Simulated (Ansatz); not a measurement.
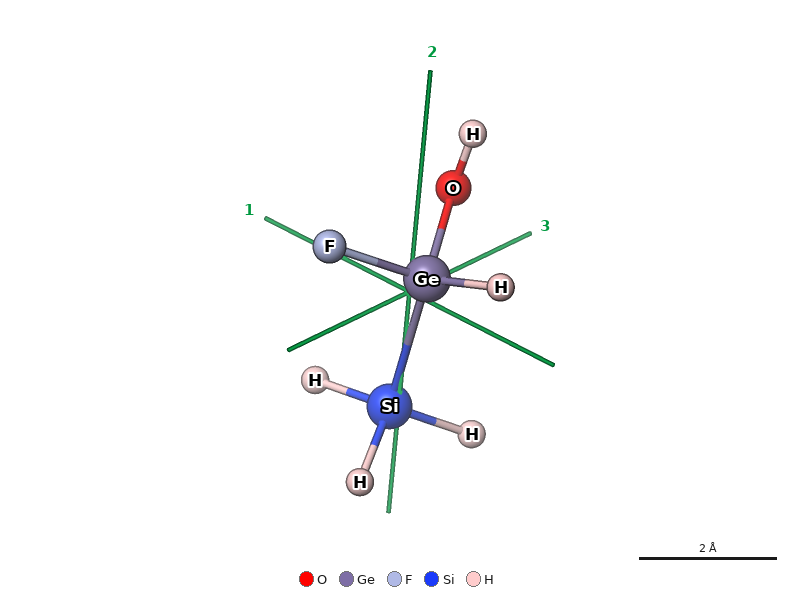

The three principal axes of inertia are drawn and numbered. Distant atoms are faded towards the background colour. The geometry was computed by an optimisation with PBE0-D4/def2-TZVP. Masses are those of the most abundant isotopes; constants are for the rigid equilibrium geometry.

Q: Which line is the a axis (least moment of inertia), which b and which c?

A: a is line 2, b is line 3, c is line 1; the moments are 96.8, 203, 256 u Å².

Q: Classify the rotor and give the rotational constants (MHz).

A: An asymmetric top (C1): A = 5220, B = 2494, C = 1977 MHz. Ray's parameter κ is −0.68, nearer the prolate limit.
